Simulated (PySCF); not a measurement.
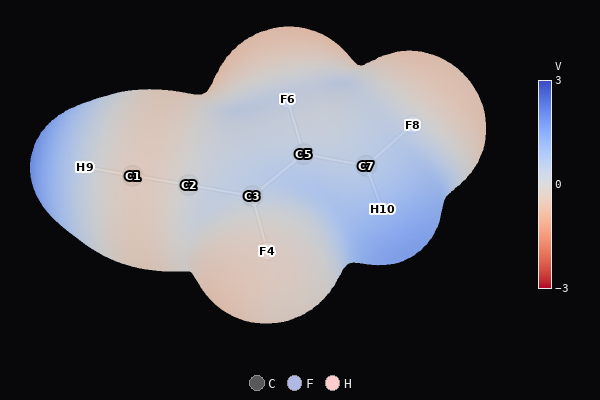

*C5H2F3 (SMILES C#C/C(F)=C(\F)[CH]F) (doublet). The molecular electrostatic potential painted on the density surface at 0.002 e/bohr³, seen at a tilt; the colour scale runs from red (negative) to blue (positive).*

Geometry: GFN2-xTB.

These are results of PySCF 2.14.0, density-fitted response routines, UKS B3LYP, pcH-1 on C F H, non-relativistic, mean-field spin-orbit, GIAO, not measurements.

Input

```
{"job": {"kind": "epr", "basis": "pcH-1"}, "charge": 0, "multiplicity": 2}
C      2.792087    -0.486974    -0.063164
C      1.641703    -0.166113    -0.253782
C      0.330268     0.204354    -0.480154
F      0.045848     0.884317    -1.610496
C     -0.746814    -0.071808     0.379669
F     -0.443938    -0.750648     1.500137
C     -2.033398     0.301699     0.139869
F     -3.020664     0.015912     0.985603
H      3.785230    -0.772866     0.116860
H     -2.341439     0.846782    -0.737069
```

Launched as:

```sh
OMP_NUM_THREADS=1 python probes_run.py task.json out
```

> Describe the electrostatic potential map.

The most negative region (about −0.7 V, or −16 kcal/mol for a unit charge) lies over F6 and F8, the most positive (about +2.0 V, or +46 kcal/mol for a unit charge) over H9.
